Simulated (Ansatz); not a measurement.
**PH3S (SMILES [PH3]=S): methods side by side**

The species is PH3S (5 atoms), meant as a singlet with charge 0. As SMILES, `[PH3]=S`. Geometry: relaxed at GFN2-xTB.

```xyz
5

P     0.0079   -0.0066    0.0077
S     1.2617   -0.9411    1.1113
H    -1.1668    0.4619    0.5945
H    -0.5325   -0.6766   -1.0892
H     0.4297    1.1624   -0.6243
```

Quantity: the energy change with the P1–H3 bond stretched from 1.394 to 2.091 Å, in eV. The values are calculated.

| level | kind | program | value (eV) | less FCI/STO-3G |
| --- | --- | --- | --- | --- |
| SVWN5/STO-3G (restricted) | LDA | Ansatz | 1.80 | +0.14 |
| revPBE/STO-3G (restricted) | GGA | Ansatz | 1.62 | -0.04 |
| CAM-B3LYP/STO-3G (restricted) | range-separated hybrid | Ansatz | 2.31 | +0.65 |
| MP2/STO-3G (restricted) | perturbation theory | Ansatz | 2.35 | +0.69 |
| CCSD(T)/STO-3G (restricted) | coupled cluster or CI | Ansatz | 1.68 | +0.02 |
| CCSD/STO-3G (restricted) | coupled cluster or CI | Ansatz | 1.84 | +0.18 |
| CCSDT(Q)/STO-3G (restricted) | coupled cluster or CI | Ansatz | 1.66 | 0.00 |
| CCSDTQ/STO-3G (restricted) | coupled cluster or CI | Ansatz | 1.66 | 0.00 |
| FCI/STO-3G | exact in the basis | Ansatz | 1.66 | 0.00 |

FCI/STO-3G is exact within its basis and frozen core, so for wave-function methods in that basis the difference is their error; functionals converge differently with the basis, so for them it is only a difference. The first shape isn't each level's own minimum. The values span 1.62 to 2.35 eV. All rows use very small basis sets, so even the best lies far from the true value.

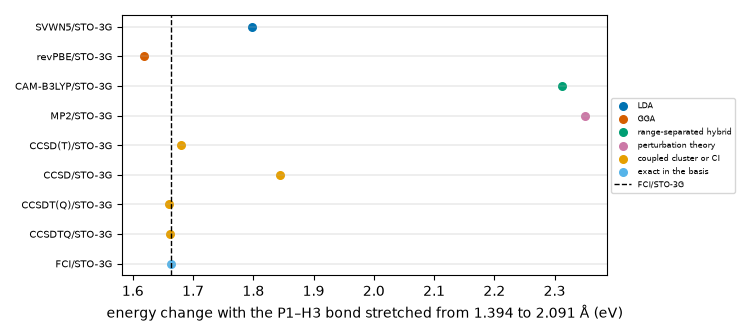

The values of the table, level by level.
